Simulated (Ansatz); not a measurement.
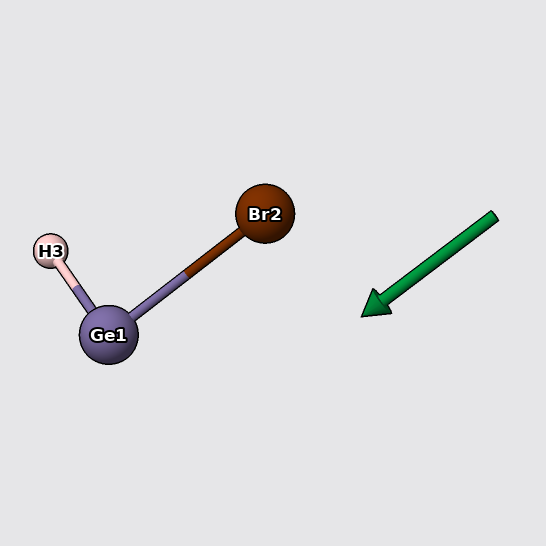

The arrow beside the molecule shows the direction of the dipole moment, from the negative to the positive end (its length means nothing). Computed geometry: PBE0-D4/def2-TZVP optimisation. No frequency run is at hand to confirm it as a minimum. Properties computed with RKS PBE0-D4/def2-TZVP (Ansatz 0.2.0).

Question: How large is the dipole moment?

Answer: 1.72 D; it points from the side of Br2 to the side of Ge1, H3 (the outermost atoms at the two ends).
